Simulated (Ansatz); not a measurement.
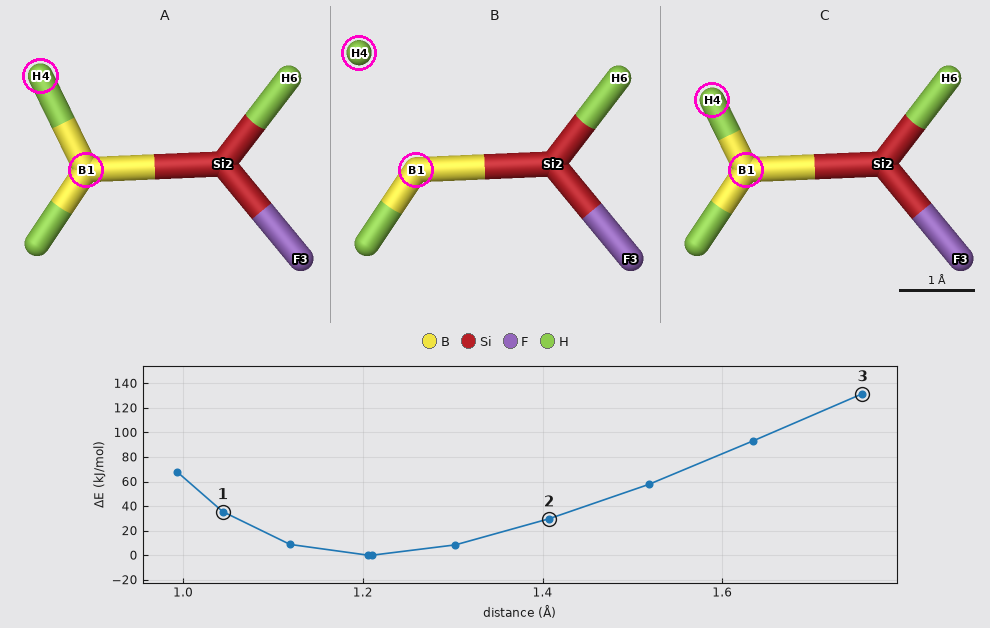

A scan of BSiH₃F (charge −1): one B–H bond length is varied, with the rest of the molecule carried along rigidly. The frames are shuffled; the numbered points of the plot belong to them. The picture is a stick view, seen face on. The ringed atoms are those of the scanned coordinate.

Single-point energies from Ansatz with B3LYP-D4 in the def2-TZVPPD basis, on geometries moved rigidly from the minimum at PBE0-D4/def2-TZVPD. Energies are counted from the PBE0-D4/def2-TZVPD minimum geometry at the same level.

Match the frames to the points.

Point 1 is frame C (the distance 1.044 Å, 35.5 kJ/mol); 2 is frame A (the distance 1.407 Å, 29.6 kJ/mol); 3 is frame B (the distance 1.756 Å, 131.5 kJ/mol). The lowest computed point lies at the distance 1.206 Å (0.0 kJ/mol). The end points stand at 68.1 kJ/mol (0.993 Å) and 131.5 kJ/mol (1.756 Å). The curvature at the lowest point is about 22 eV/Å² (3.5 mdyn/Å). The well is steeper on the short side, as for any bond.
